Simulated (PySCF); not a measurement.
Ti(F)3, SMILES [Ti]([F])([F])[F], doublet at its PBE0/def2-SVP optimised geometry (Å):

```
4

Ti    -0.4385    -0.0004     0.0000
F     -1.3151     1.5194     0.0000
F      1.3161    -0.0004     0.0000
F     -1.3161    -1.5194    -0.0014
```

Calculation: PySCF with unrestricted PBE0/def2-TZVP.

Map of the HOMO amplitude (α) (bohr^(-3/2)), clipped to [-0.25, 0.25] on the plane z = 0.8 Å; orbital energy -7.16 eV, overall sign arbitrary:

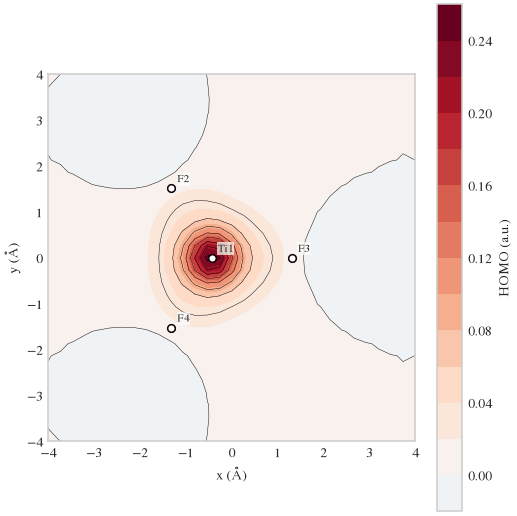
HOMO amplitude (α) (bohr^(-3/2)), clipped to [-0.25, 0.25] on the plane z = 0.8 Å.
